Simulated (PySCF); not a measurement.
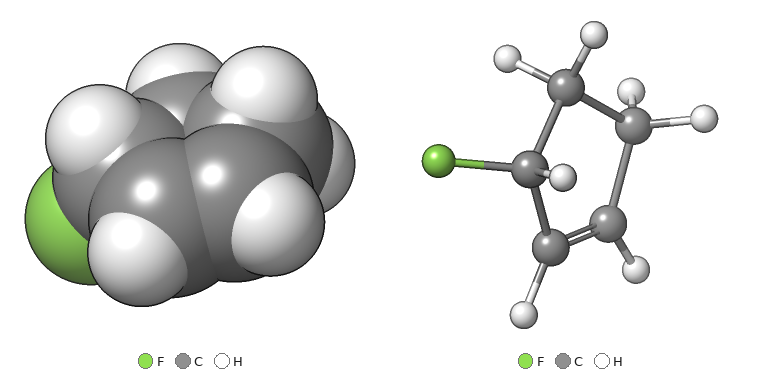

The same structure drawn twice, from different directions.

The geometry was computed by an optimisation with PBE0-D3(BJ)/def2-SVP. No frequency run is at hand to confirm it as a minimum.

Describe the molecule.

The molecule is C5H7F. SMILES: `F[C@H]1C=CCC1`. Independent rings (smallest set): 1 of 5 members. Among its groups: alkene, C–F bond. The point group is C1. Coordination: 3 C tetrahedral; 2 C trigonal planar.

More results for the same structure follow; atom numbers are the same in all pictures, views and colours differ.

### Bond orders

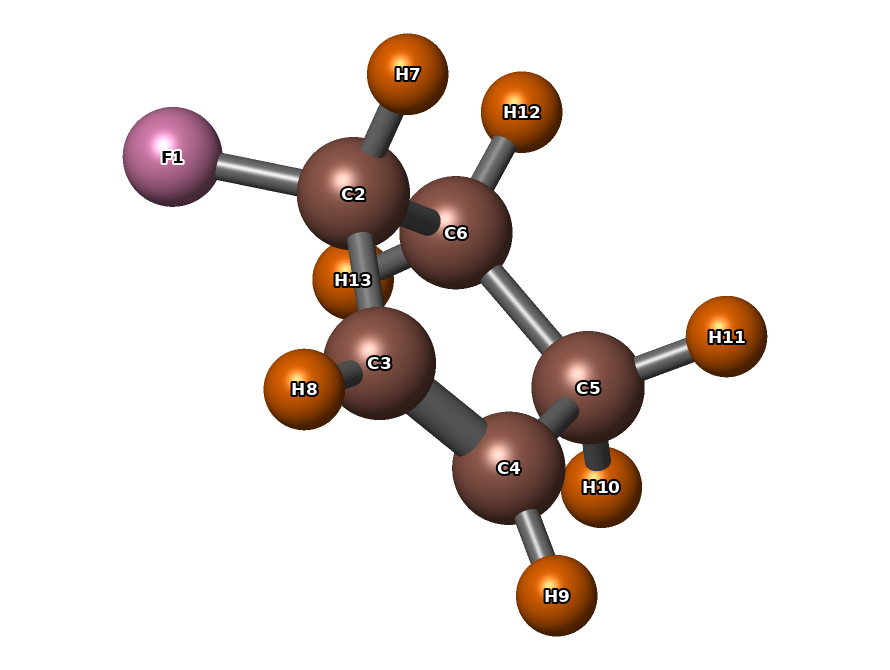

The thickness of each stick grows with its Mayer bond order. No frequency run is at hand to confirm it as a minimum. Computed with PBE0/def2-TZVP (PySCF 2.14.0).

Which bond has the highest Mayer bond order?

Answer. C3–C4, 1.87, at a length of 1.336 Å.

List the Mayer bond orders of F1–C2, C2–C3, C2–C6, C2–H7, C3–C4, C3–H8, C4–C5, C4–H9, C5–C6, C5–H10, C5–H11, C6–H12, C6–H13.

| bond | Mayer order | length (Å) |
| --- | --- | --- |
| F1–C2 | 1.03 | 1.381 |
| C2–C3 | 1.00 | 1.500 |
| C2–C6 | 1.01 | 1.531 |
| C2–H7 | 0.97 | 1.107 |
| C3–C4 | 1.87 | 1.336 |
| C3–H8 | 0.96 | 1.092 |
| C4–C5 | 1.00 | 1.503 |
| C4–H9 | 0.95 | 1.093 |
| C5–C6 | 1.01 | 1.537 |
| C5–H10 | 0.95 | 1.102 |
| C5–H11 | 0.93 | 1.105 |
| C6–H12 | 0.96 | 1.099 |
| C6–H13 | 0.95 | 1.101 |

### Charges

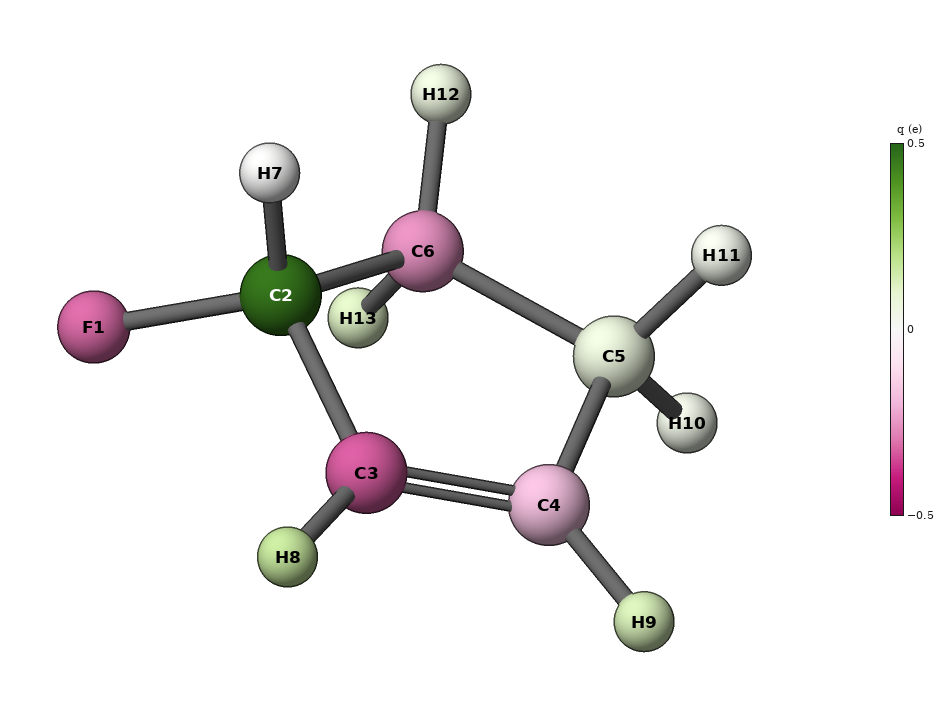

Atoms are coloured by their ESP-fitted charges. No frequency run is at hand to confirm it as a minimum. Level of theory: PBE0/IGLO-III, gas phase (PySCF 2.14.0).

Which atom carries the highest charge (most positive or least negative)?

Answer. C2 (0.46 e).

And the lowest?

Answer. C3 (−0.32 e).

List the ESP-fitted charges.

```csv
atom,value (e)
F1,−0.31
C2,0.46
C3,−0.32
C4,−0.17
C5,0.06
C6,−0.26
H7,0.00
H8,0.17
H9,0.13
H10,0.04
H11,0.03
H12,0.06
H13,0.11
```

### Levels of theory compared

No frequency run is at hand to confirm it as a minimum. Program: PySCF 2.14.0.

Tabulate HOMO–LUMO gap (eV), HOMO energy (eV) at these levels: PBE0/6-311+G(2d,p); PBE0/6-31G*; PBE0/IGLO-III; PBE0/aug-cc-pVDZ; PBE0/cc-pVDZ; PBE0/cc-pVTZ; PBE0/def2-SVP; PBE0/def2-TZVP; PBE0/pcSseg-0; PBE0/pcSseg-2.

| level | HOMO–LUMO gap (eV) | HOMO energy (eV) |
| --- | --- | --- |
| PBE0/6-311+G(2d,p) | 7.40 | −7.44 |
| PBE0/6-31G* | 7.69 | −7.16 |
| PBE0/IGLO-III | 7.42 | −7.43 |
| PBE0/aug-cc-pVDZ | 7.35 | −7.42 |
| PBE0/cc-pVDZ | 7.60 | −7.29 |
| PBE0/cc-pVTZ | 7.51 | −7.39 |
| PBE0/def2-SVP | 7.60 | −7.38 |
| PBE0/def2-TZVP | 7.47 | −7.42 |
| PBE0/pcSseg-0 | 7.73 | −7.58 |
| PBE0/pcSseg-2 | 7.43 | −7.45 |
